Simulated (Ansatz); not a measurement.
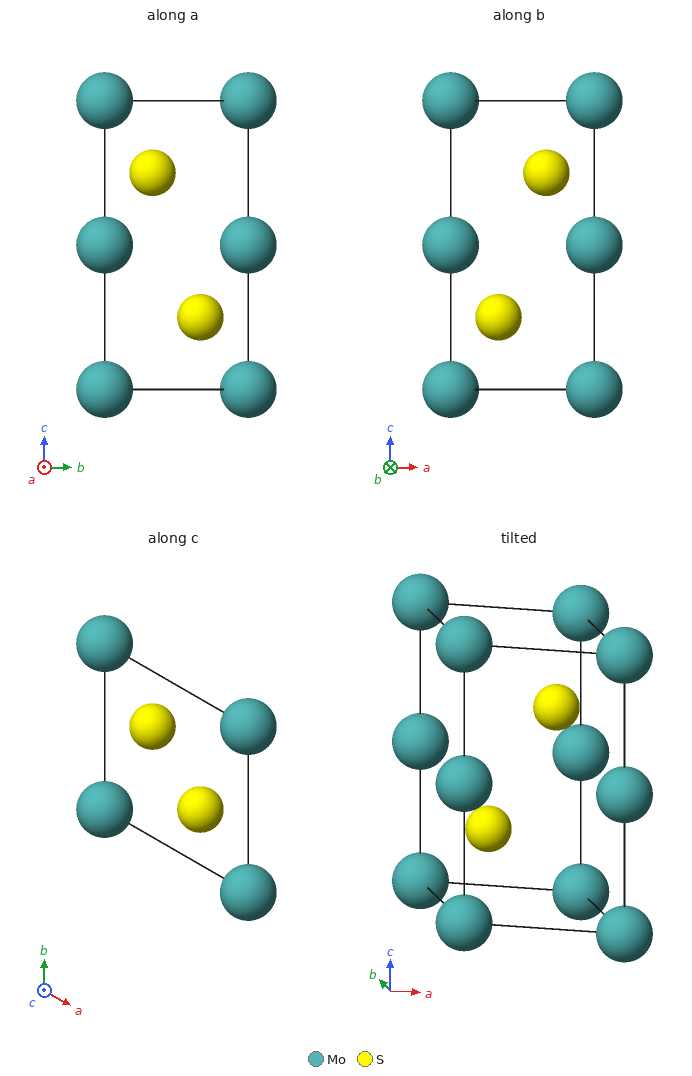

An orthographic spheres-only view of the structure, along the a axis, along the b axis, along the c axis and slightly off an axis. Thin lines show the conventional unit cell, with boundary atoms drawn in all their periodic places.

Lattice parameters: a = 4.033 Å, b = 4.033 Å, c = 7.022 Å, α = 90.00°, β = 90.00°, γ = 120.00°. Put a along x and b in the xy plane.

### Express the structure as a POSCAR file.

```
Mo S
1.0
     4.033    0.000    0.000
    -2.016    3.493    0.000
     0.000    0.000    7.022
Mo S
2 2
Direct
  0.0000 0.0000 0.0000
  0.0000 0.0000 0.5000
  0.3333 0.6667 0.2500
  0.6667 0.3333 0.7500
```

The starting point was a structure type filled with these elements by a generator (whether the compound takes this form wasn't checked). Earlier steps of the study, as a rule a relaxation of our own, may have changed the cell and positions, so they can lie some per cent off the listed ones. It was set up as input for a calculation with Ansatz.
